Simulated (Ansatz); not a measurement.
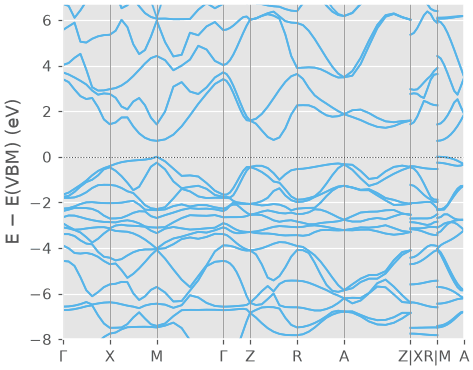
*Band structure from r²SCAN with spin–orbit coupling in the plane-wave PAW code Ansatz*

Problem. Read off the gap and where the band edges lie.

Solution. About 0.7 eV (0.70 eV by a search for the band edges); maximum at M, minimum at M.

The material is PtS in space group P4_2/mmc (No. 131; Pt on 2c, S on 2e).

The workflow started from a Materials Project entry (that database holds measured and hypothetical structures alike); the Crystallography Open Database files this formula in space group No. 131, but the cells were not matched. Its standing as an ambient phase is unchecked. The r²SCAN relaxation kept the symmetry of its start; its stability against distortions is not shown here. The run is not spin-polarised.

Potentials: the later of the program's two PAW sets.
